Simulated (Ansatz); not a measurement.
# SbAs (model cell, started as wurtzite): phonons and vibrational spectra, part 2 of 2

Task: relax SbAs (model cell, started as wurtzite), then find its harmonic phonons.

Ansatz 0.2.0; DFT PBEsol, scalar-relativistic, plane waves, PAW.

So far: The starting structure; Relaxation. The relaxed cell has a = 4.863, c = 6.012 Å (conventional setting).

The structure was built from a prototype and need not be the compound's stable phase.

### Step 3. Relaxing to small forces for the phonons

Phonons need a cell at rest on their own settings, so the relaxation is repeated with tight tolerances on forces and stress, using the mesh and the filling of the phonon run that follows.

File input.yaml:

```yaml
crystal:
  lattice:
    - [4.8633284618, -3.2091e-06, 0.0]
    - [-2.4316614517, 4.2117675994, 0.0]
    - [0.0, 0.0, 6.0119594705]
  atoms:
    - { symbol: Sb, position: [0.3333333333, 0.6666666667, -0.0351852767] }
    - { symbol: Sb, position: [0.6666666667, 0.3333333333, 0.4648147233] }
    - { symbol: As, position: [0.3333333333, 0.6666666667, 0.4101852767] }
    - { symbol: As, position: [0.6666666667, 0.3333333333, 0.9101852767] }
kpoints:
  mp_grid: { grid: [12, 12, 6] }
hamiltonian:
  xc: pbesol
scf:
  occupations: { method: methfessel_paxton, width: 0.2 }
output:
  forces: true
  stress: true
  eigenvalues: true
relax:
  adjacent_minimum: "off"
  f_tol: 0.001
  max_steps: 60
  cell: { stress_tol: 0.01 }
```

Launch:

```bash
$ ansatz run input.yaml --threads 4 --pin off --max-ram 7168MiB --backend cpu --events-out ev --progress --plain --runs-dir out
```

Numbers of over 12 decimals in the logs are rounded to 6 here.

Log:

```text
[...]
Crystal: 4 atoms, lattice volume = 123.144 Å³
Basis set: ecut = 420 eV, 2415 PW (Γ), exchange–correlation on 72×72×90 points (8 copies of the dense FFT grid, shifted against one another)
Bands: 36, of which v1, the nominal top of the filled ones, is band 30 counted from 1 (29 counted from 0)
Symmetry: 12 space group operations
[...]
k-points: 76 of 864 (time reversal used)
[...]
--- Relaxed structure (3 steps of the walk, 3 accepted, 1 SCFs on fresh bases) ---
[...]
cell:  # Å, volume = 123.1454 Å³
    - [4.863995, -3.2095615491001175e-6, 0]
    - [-2.431995, 4.212345, 0]
    - [0, 0, 6.010373]
  atoms:
    - { symbol: Sb, position: [0.333333, 0.666667, -0.035183] }
    - { symbol: Sb, position: [0.666667, 0.333333, 0.464817] }
    - { symbol: As, position: [0.333333, 0.666667, 0.410183] }
    - { symbol: As, position: [0.666667, 0.333333, 0.910183] }
[key lines of the parts left out:]
SCF converged after 7 iterations
Free energy (F): -22441.443056 eV
Fermi energy:    8.013039 eV
P = ⅓ Tr σ = -0.0001 GPa (-0.001 kbar)
```

Wall time 36 s (4 threads of Arm Neoverse V1, shared host); peak memory 0.59 GiB.

Little changed from the start: no atom moved by 0.005 Å and no cell edge by 0.1 %.

Numbers from this step:

| Quantity | Value |
| --- | --- |
| pressure | -1.14e-4 GPa |

The largest force component left is 0.076 meV/Å and the pressure is 0.000 GPa, within the tolerances set. The cell now holds 30.79 Å³/atom.

### Step 4. Linear response at the zone centre

The zone centre comes first: it holds the modes that light can see, as far as symmetry allows. No field response is asked, since the mesh shows no gap.

input.yaml, the sections that differ from step 3:

```yaml
crystal:
  lattice:
    - [4.863994785, -3.2096e-06, 0.0]
    - [-2.4319946129, 4.2123446524, 0.0]
    - [0.0, 0.0, 6.0103731548]
  atoms:
    - { symbol: Sb, position: [0.3333333333, 0.6666666667, -0.0351829437] }
    - { symbol: Sb, position: [0.6666666667, 0.3333333333, 0.4648170563] }
    - { symbol: As, position: [0.3333333333, 0.6666666667, 0.4101829437] }
    - { symbol: As, position: [0.6666666667, 0.3333333333, 0.9101829437] }
output:
  eigenvalues: true
phonons:
  method: dfpt
# kpoints, hamiltonian, scf: as in step 3
# relax: removed
```

Log:

```text
[...]
Crystal: 4 atoms, lattice volume = 123.145 Å³
Basis set: ecut = 420 eV, 2415 PW (Γ), exchange–correlation on 72×72×96 points (8 copies of the dense FFT grid, shifted against one another)
Bands: 36, of which v1, the nominal top of the filled ones, is band 30 counted from 1 (29 counted from 0)
Symmetry: 12 space group operations
k-points: 242 of 864 (irreducible under 2 space group operations, time reversal used)
[...]
SCF iter   1: F=—  HF=-22441.445507 eV  |F-HF|=—  |Δ(HF+E_count)|=         —  Δρ=2.73e-3  dr2=9.37e-3  ethr=1.77e-3  ⟨swp⟩=6.2  Hψ=33809  notcnv=0
[...]
SCF iter  10: F=-22441.443056 eV  HF=-22441.443056 eV  |F-HF|=0.00e0  |Δ(HF+E_count)|=  2.18e-11  S|Δr|=    0.00e0  Δρ=2.32e-8  dr2=6.65e-13  ethr=1.00e-12  ⟨swp⟩=8.4  Hψ=38484  notcnv=0
SCF 1 converged in 10 iterations: F = -22441.443056 eV  dr2 = 6.65e-13
[...]
DFPT response loops at Γ: preconditioner auto → Kerker (q_TF=auto, 2.420 Å⁻¹) (partly filled bands, converged f_vac=0.123); β = 1.00, the filter's whole step (`scf.mixing.beta` (0.50) is not read by the response loops under this deck's `scf.mixing.preconditioner`; to damp them name `kerker` or `kerker_dos`, under which they read `scf.mixing.beta`, and type it under 1.00, their step now; both keys bind the ground state too); Broyden in place of MSR1
SCF converged after 10 iterations
[...]
Free energy (F): -22441.443056 eV
[...]
Internal energy: -22441.443303 eV  (E = F + TS)
E sigma→0 (E₀):  -22441.443118 eV
Entropy (-TS):   0.000247 eV (0.062 meV/atom)
Fermi energy:    8.013039 eV
[...]
--- Band table (eV; the first three rows and the last of 242) ---
  k-point 0: bands = [... 26 lower, 3.9474, 5.8181, 5.9249, 5.9249, 7.8056, 7.8056, 10.2084, 10.2084, ... 2 higher]
  k-point 1: bands = [... 26 lower, 4.0421, 5.7210, 5.7210, 6.3620, 7.9343, 7.9343, 9.9474, 9.9474, ... 2 higher]
  k-point 2: bands = [... 26 lower, 4.3174, 5.2548, 5.2548, 7.0023, 8.2746, 8.2746, 9.0123, 9.3757, ... 2 higher]
  k-point 241: bands = [... 26 lower, 5.8421, 5.8421, 7.4669, 7.4669, 8.3622, 8.3622, 9.3813, 9.3813, ... 2 higher]
--- Phonons (Γ-DFPT): 4 representative perturbations + reference, on 242 of 864 k-points (Σ response iterations 12) ---
  k mesh reduced under 2 symmetry operations, with k and −k counted as one. Each operation leaves every solved perturbation unchanged. A smaller set is not used because it would not reduce the number of displacements times k-points to solve
  ASR residual: 1.884e-5 → 0.000e0 eV/Å²; symmetrization residual: 2.185e-4 eV/Å²
  ASR residual per site (eV/Å²): 8.83e-6 8.83e-6 1.88e-5 1.88e-5
  Γ frequencies (cm⁻¹): 0.00 0.00 0.00 22.55 22.55 73.61 73.61 96.09 151.65 151.65 166.06 195.16
  non-analytic LO–TO correction: not included (Born effective charges unavailable; polar crystals: no LO–TO splitting at Γ)
```

Elapsed: 2.9 min, on 4 threads; peak memory 3.4 GiB; 11 min of CPU time.

Numbers from this step:

```
sum-rule residual before enforcement                    : 1.88e-5 eV/Å²
point group                                             : 6mm
highest optical mode at the zone centre (no LO-TO term) : 195.2 cm⁻¹
lowest optical zone-centre mode                         : 22.55 cm⁻¹
```

Patterns of degenerate modes are one choice out of their space. Modes at Γ, with each element's share of the kinetic energy:

```tsv
mode	frequency (cm⁻¹)	symmetry	Sb %	As %
1	0.0	acoustic	62	38
2	0.0	acoustic	62	38
3	0.0	acoustic	62	38
4	22.6	E2	79	21
5	22.6	E2	79	21
6	73.6	E2	21	79
7	73.6	E2	21	79
8	96.1	B1	71	29
9	151.7	E1	38	62
10	151.7	E1	38	62
11	166.1	A1	38	62
12	195.2	B1	29	71
```

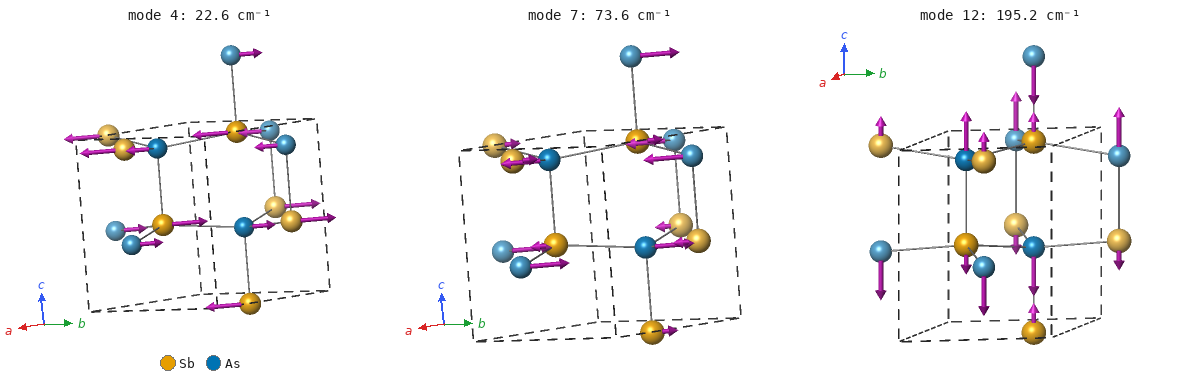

Displacement patterns of modes 4, 7 and 12 at Γ; arrows are exaggerated. Some periodic images of atoms are drawn too.

Before it was imposed, the acoustic sum rule was missed by 1.9e-5 eV/Å². Small misses are needed for a sound result but don't prove that mesh and cutoff are converged. The lowest optical mode is real, 22.6 cm⁻¹.

### Step 5. Phonons on a q mesh

Stability and thermal properties need the whole zone. Linear response on a 2×2×2 q mesh gives force constants as far as a supercell of that size would.

input.yaml: that of step 4 with these lines changed.

```diff
@@ -20 +20,9 @@
   method: dfpt
+  qmesh: [2, 2, 2]
+  temperatures: { t_max: 1000, t_step: 50 }
+  qpath:
+    path:
+      - [[0.0, 0.0, 0.0], [0.5, 0.0, 0.0], [0.33333333, 0.33333333, 0.0], [0.0, 0.0, 0.0], [0.0, 0.0, 0.5], [0.5, 0.0, 0.5], [0.33333333, 0.33333333, 0.5], [0.0, 0.0, 0.5]]
+      - [[0.5, 0.0, 0.5], [0.5, 0.0, 0.0]]
+      - [[0.33333333, 0.33333333, 0.5], [0.33333333, 0.33333333, 0.0]]
+    npoints: 10
```

Log:

```text
Warning: phonons: the dynamical matrix that this run interpolates holds no multipole term above the dipole-dipole one, and a site of this crystal is no centre of inversion, so its interpolated transverse optical and acoustic branches and sound speeds can stay off near Gamma, and the density of states and the thermodynamics with them. What a run solves at a wave vector of phonons.qpoints, Gamma apart, where the deck admits one, is free of this, and under fd what a larger phonons.supercell samples
[...]
Crystal: 4 atoms, lattice volume = 123.145 Å³
Basis set: ecut = 420 eV, 2415 PW (Γ), exchange–correlation on 72×72×96 points (8 copies of the dense FFT grid, shifted against one another)
Bands: 36, of which v1, the nominal top of the filled ones, is band 30 counted from 1 (29 counted from 0)
Symmetry: 12 space group operations
k-points: 76 of 864 (time reversal used)
[...]
SCF iter   1: F=—  HF=-22441.445529 eV  |F-HF|=—  |Δ(HF+E_count)|=         —  Δρ=2.73e-3  dr2=9.37e-3  ethr=1.77e-3  ⟨swp⟩=6.2  Hψ=10616  notcnv=0
[...]
SCF iter  10: F=-22441.443056 eV  HF=-22441.443056 eV  |F-HF|=7.28e-12  |Δ(HF+E_count)|=  7.28e-12  S|Δr|=    0.00e0  Δρ=2.32e-8  dr2=6.66e-13  ethr=1.00e-12  ⟨swp⟩=8.0  Hψ=11962  notcnv=0
SCF 1 converged in 10 iterations: F = -22441.443056 eV  dr2 = 6.66e-13
[...]
SCF iter   7: F=-22441.443056 eV  HF=-22441.443056 eV  |F-HF|=3.64e-12  |Δ(HF+E_count)|=    0.00e0  S|Δr|=    0.00e0  Δρ=8.14e-8  dr2=7.30e-12  ethr=1.00e-12  ⟨swp⟩=1.7  Hψ=5884  notcnv=0
SCF 2 converged in 7 iterations: F = -22441.443056 eV  dr2 = 7.30e-12
[...]
phonons: the bands overlap, so this run is a metal and interpolates without the dipole-dipole term. If the crystal is really an insulator or semiconductor, its LO-TO splitting is missing
NSCF: frozen V_eff on 76 k-points
[...]
DFPT response loops at q = (0, 0, 0) (fractional): preconditioner auto → Kerker (q_TF=auto, 2.420 Å⁻¹) (partly filled bands, converged f_vac=0.123); β = 1.00, the filter's whole step (`scf.mixing.beta` (0.50) is not read by the response loops under this deck's `scf.mixing.preconditioner`; to damp them name `kerker` or `kerker_dos`, under which they read `scf.mixing.beta`, and type it under 1.00, their step now; both keys bind the ground state too); Broyden in place of MSR1
[...]
SCF converged after 10 iterations
[...]
Free energy (F): -22441.443056 eV
[...]
Internal energy: -22441.443303 eV  (E = F + TS)
E sigma→0 (E₀):  -22441.443118 eV
Entropy (-TS):   0.000247 eV (0.062 meV/atom)
Fermi energy:    8.013039 eV
[...]
--- Band table (eV; the first three rows and the last of 76) ---
  k-point 0: bands = [... 26 lower, 3.9474, 5.8181, 5.9249, 5.9249, 7.8056, 7.8056, 10.2084, 10.2084, ... 2 higher]
  k-point 1: bands = [... 26 lower, 4.0421, 5.7210, 5.7210, 6.3620, 7.9343, 7.9343, 9.9474, 9.9474, ... 2 higher]
  k-point 2: bands = [... 26 lower, 4.3174, 5.2548, 5.2548, 7.0023, 8.2746, 8.2746, 9.0123, 9.3757, ... 2 higher]
  k-point 75: bands = [... 26 lower, 6.0493, 6.0493, 7.8530, 7.8530, 8.5544, 8.5544, 9.1796, 9.1796, ... 2 higher]
--- Phonons (Γ-DFPT): 4 representative perturbations + reference (Σ response iterations 13) ---
  ASR residual: 2.202e-5 → 0.000e0 eV/Å²; symmetrization residual: 1.797e-5 eV/Å²
  ASR residual per site (eV/Å²): 2.20e-5 2.20e-5 1.75e-5 1.75e-5
[...]
--- Phonons (arbitrary-q DFPT): 4 irreducible q on the 2×2×2 mesh ---
  q = [0.0000, 0.0000, 0.0000] (star 1, of the zone-centre solve; hermiticity 5.56e-6, symmetrization 1.34e-6): -0.00 -0.00 0.00 22.55 22.55 73.61 73.61 96.09 151.65 151.65 166.06 195.16
  q = [0.0000, 0.0000, -0.5000] (star 1, 4 solved perturbations in 1072 linear systems a pass and spin channel, the states on 436 of 864 k-point pairs; hermiticity 1.15e-5, symmetrization 9.70e-6): 27.81 27.81 27.81 27.81 82.71 82.71 127.67 127.67 127.67 127.67 186.61 186.61
[...]
sum rule: each row above includes the acoustic sum rule's correction from the zone centre's row sums; it moved no ω² by more than (0.25 cm⁻¹)²
  mesh force constants: q→R imaginary residual 2.72e-18; ASR residual 2.202e-5 → 0.000e0 eV/Å²; symmetrization residual 1.776e-15 eV/Å²
  interpolated dispersion: 93 rows × 12 modes
  density of states and harmonic sums: on the 16×16×10 q-mesh, interpolated from the force constants of a 2×2×2 supercell (no non-analytic term)
  largest difference from the sums on the solved wave vectors: F 7.85e-2 eV, S 1.24e-4 and C_V 4.53e-5 eV/K
  zero-point energy: 0.074848 eV/cell   skipped modes (ω ≤ 0): 48, of them read as no rigid motion or as one in doubt: 45 (2.238e-1 modes/cell left out, lowest -23.70 cm⁻¹)   left out of the sums: 1.87e-2 of the cell's modes: C_V's classical limit lies that fraction below 3 k_B per atom; for a crystal, a wire or a layer, F and S can be off by more, and a phonons.interpolated_qmesh denser along its periods is the remedy for the sampling
```

Elapsed: 18 min, on 4 threads; peak memory 4.3 GiB.

Numbers from this step:

```yaml
sum_rule_residual_before_enforcement: 2.20e-5 eV/Å²
lowest_frequency_on_the_path: -23.70 cm⁻¹
highest_frequency_on_the_path_or_at_a_solved_wavevector: 195.2 cm⁻¹
lowest_mode_on_the_q_mesh_acoustic_modes_at_gamma_apart: -23.7 cm⁻¹
```

Frequencies (cm⁻¹) solved at each irreducible wavevector; negative means imaginary. Frequencies by wavevector, by row:

```tsv
q in reciprocal lattice units	star	mode 1	mode 2	mode 3	mode 4	mode 10	mode 11	mode 12
0 0 0	1	0	0	0	22.6	151.7	166.1	195.2
0 0 -0.5	1	27.8	27.8	27.8	27.8	127.7	186.6	186.6
0 -0.5 0	3	-23.7	35.4	52.7	76.7	133.7	175.5	182.6
0 -0.5 -0.5	3	12.7	12.7	70.4	70.4	136.7	193	193
```

Interpolated from a 2×2×2 q mesh. Phonon branches along the path, in cm⁻¹:

```tsv
point	branch 1	branch 2	branch 3	branch 4	branch 9	branch 10	branch 11	branch 12
Γ	0	0	0	23	152	152	166	195
M	-24	35	53	77	113	134	176	183
K	54	56	66	66	118	128	178	178
Γ	0	0	0	23	152	152	166	195
A	28	28	28	28	128	128	187	187
L	13	13	70	70	137	137	193	193
H	58	58	63	63	136	136	192	192
A	28	28	28	28	128	128	187	187
jump to L	13	13	70	70	137	137	193	193
M	-24	35	53	77	113	134	176	183
jump to H	58	58	63	63	136	136	192	192
K	54	56	66	66	118	128	178	178
```

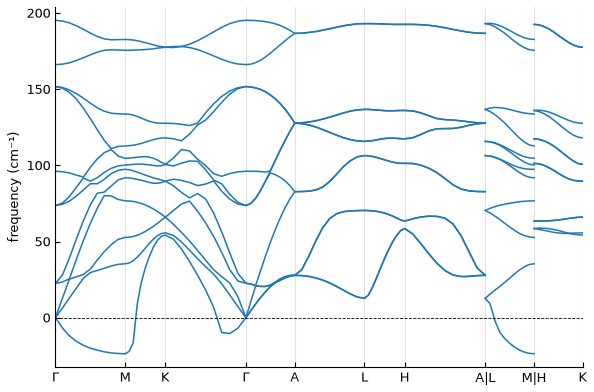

Phonon branches along the path.

The phonon density of states has structure finer than the step of the table below, so its rows give means over 20 cm⁻¹, whole bins alone (the curve runs from -23 to 195 cm⁻¹). Peaks (cm⁻¹: height): 27.0: 0.102, 75.0: 0.0847, 91.0: 0.155, 117.0: 0.139, 135.0: 0.163, 191.0: 0.207.

Tetrahedra on a 16×16×10 mesh, mean over bins of 2 cm-1. Interpolated from a 2×2×2 q mesh. Phonon density of states against wavenumber; means over each step:

```tsv
wavenumber (cm⁻¹)	phonon density of states (1/cm⁻¹/cell)
0	0.00910
20	0.0473
40	0.0554
60	0.0607
80	0.0641
100	0.102
120	0.0902
140	0.0649
160	0.00177
180	0.0733
```

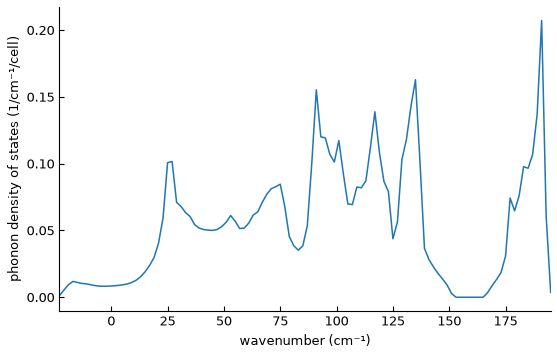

Phonon density of states, plotted against wavenumber.

The partial phonon density of states has structure finer than the step of the table below, so its rows give means over 10 cm⁻¹, whole bins alone (the curve runs from -33.6 to 211 cm⁻¹). Peaks (cm⁻¹: height): As 26.4: 0.0372, 117.2: 0.0726, 134.1: 0.0901, 189.5: 0.0972; Sb 26.4: 0.0582, 72.5: 0.0560, 92.6: 0.0870, 117.2: 0.0429, 134.1: 0.0461, 189.5: 0.0449.

Phonopy on the run's constants, 13x13x9 mesh, Gaussian sigma 2.0 cm-1. Interpolated from a 2×2×2 q mesh. Table of partial phonon density of states by wavenumber; means over each step; values in 1/cm⁻¹/cell:

```tsv
wavenumber (cm⁻¹)	As	Sb
-20	0.00283	0.00384
-10	0.00588	0.00837
0	0.00128	0.00199
10	0.00514	0.00746
20	0.0168	0.0266
30	0.0307	0.0465
40	0.0197	0.0295
50	0.0212	0.0354
60	0.0195	0.0382
70	0.0236	0.0512
80	0.0183	0.0351
90	0.0334	0.0658
100	0.0439	0.0584
110	0.0523	0.0328
120	0.0597	0.0351
130	0.0673	0.0355
140	0.0382	0.0202
150	0.00489	0.00296
160	1.5e-4	8.8e-5
170	0.00954	0.00531
180	0.0490	0.0241
190	0.0736	0.0341
200	0.00293	0.00132
```

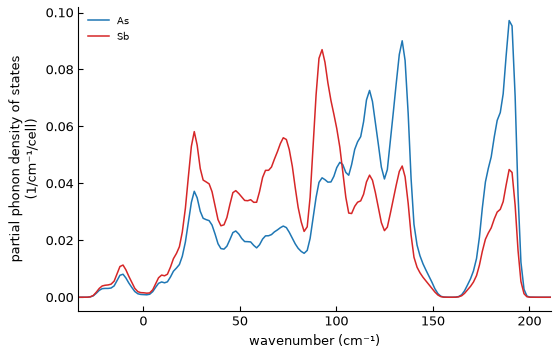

Partial phonon density of states, plotted against wavenumber.

Symmetry leaves 4 wavevectors to solve. The lowest mode among them, the acoustic zeros apart, lies at q = (0, -0.5, 0) and is imaginary, 23.7i cm⁻¹, so the energy falls along it.

### Step 6. Another isotope

An isotope changes the mass and not the force constants, so no new electronic calculation is needed; the shifts show which modes move this element.

The same force constants with the mass of Sb changed from 121.760 to 122.904 u (phonopy, no LO-TO term). Both lists are sorted by frequency; levels can cross, so a row need not hold one and the same mode. Modes under 3 cm⁻¹ are left out. Isotope shifts, by row, the first 40 of 45 rows:

```tsv
q	rank	natural mass (cm⁻¹)	changed mass (cm⁻¹)
0 0 0	4	22.55	22.47
0 0 0	5	22.55	22.47
0 0 0	6	73.61	73.54
0 0 0	7	73.61	73.54
0 0 0	8	96.09	95.77
0 0 0	9	151.7	151.4
0 0 0	10	151.7	151.4
0 0 0	11	166.1	165.8
0 0 0	12	195.2	194.9
0 0 -0.5	1	27.81	27.73
0 0 -0.5	2	27.81	27.73
0 0 -0.5	3	27.81	27.73
0 0 -0.5	4	27.81	27.73
0 0 -0.5	5	82.71	82.45
0 0 -0.5	6	82.71	82.45
0 0 -0.5	7	127.7	127.5
0 0 -0.5	8	127.7	127.5
0 0 -0.5	9	127.7	127.5
0 0 -0.5	10	127.7	127.5
0 0 -0.5	11	186.6	186.3
0 0 -0.5	12	186.6	186.3
0 -0.5 0	1	-23.7	-23.64
0 -0.5 0	2	35.41	35.32
0 -0.5 0	3	52.66	52.5
0 -0.5 0	4	76.7	76.44
0 -0.5 0	5	91.77	91.48
0 -0.5 0	6	97.37	96.98
0 -0.5 0	7	100.2	100
0 -0.5 0	8	104.6	104.4
0 -0.5 0	9	112.8	112.7
0 -0.5 0	10	133.7	133.5
0 -0.5 0	11	175.5	175.3
0 -0.5 0	12	182.6	182.3
0 -0.5 -0.5	1	12.7	12.67
0 -0.5 -0.5	2	12.7	12.67
0 -0.5 -0.5	3	70.38	70.15
0 -0.5 -0.5	4	70.38	70.15
0 -0.5 -0.5	5	106.4	106
0 -0.5 -0.5	6	106.4	106
0 -0.5 -0.5	7	115.7	115.5
```

A mode of this element alone would shift by -0.47 %. The highest zone-centre frequency without the field goes from 195.2 to 194.9 cm⁻¹ (-0.1 %). The product of the frequency ratios over all optical modes at Γ is 0.981; the product rule, (m/m′)^(3k/2) (M′/M)^(3/2) with k = 2 such atoms and M the mass of the cell, gives 0.981.

### Step 7. Outcome

```
space group after relaxation (within 0.01 Å)            : P6_3mc
volume per atom                                         : 30.8 Å³
electronic character                                    : no gap on this mesh
highest optical mode at the zone centre (no LO-TO term) : 195 cm⁻¹
lowest optical zone-centre mode                         : 22.6 cm⁻¹
lowest mode on the q mesh (acoustic modes at Γ apart)   : -23.7 cm⁻¹
highest frequency on the path or at a solved wavevector : 195 cm⁻¹
imaginary modes on the 2×2×2 q mesh                     : yes
```

**Reading.** Modes are clearly imaginary (beyond 10i cm⁻¹) at 1 of the 4 irreducible wavevectors, most at q = (0, -0.5, 0) (23.7i cm⁻¹), so this structure is not a minimum of the energy. The optical modes at Γ span 23 to 195 cm⁻¹. The highest mode in this list at Γ, 195.2 cm⁻¹, is mostly motion of As (71 % of the kinetic energy). Where the functional closes the gap at Γ, the partly filled states at that one point of a Γ-centred mesh soften the zone-centre modes by up to a few per cent. With no gap, or one that is small against the smearing, the frequencies hang on the k mesh and the smearing, most of all near Kohn anomalies. A semilocal functional can close a gap that the real compound would have, so the metallic treatment may be an artefact of the level. Spin-orbit coupling is left out, which can matter for the heavy elements here. The starting cell was built on a prototype and not taken from a measurement, so the phase need not exist. These are harmonic frequencies at zero temperature: anharmonic shifts, linewidths and thermal expansion are left out.

[Logs are printed without paths, hosts, clocks, repeated set-up lines and the standing remarks that a program may print on its own settings, such as how far it seeks lower states.]

[Hosts, paths, dates, database ids (printed as entryN), source tags and the programs' standing remarks are cut or masked in the printed files.]
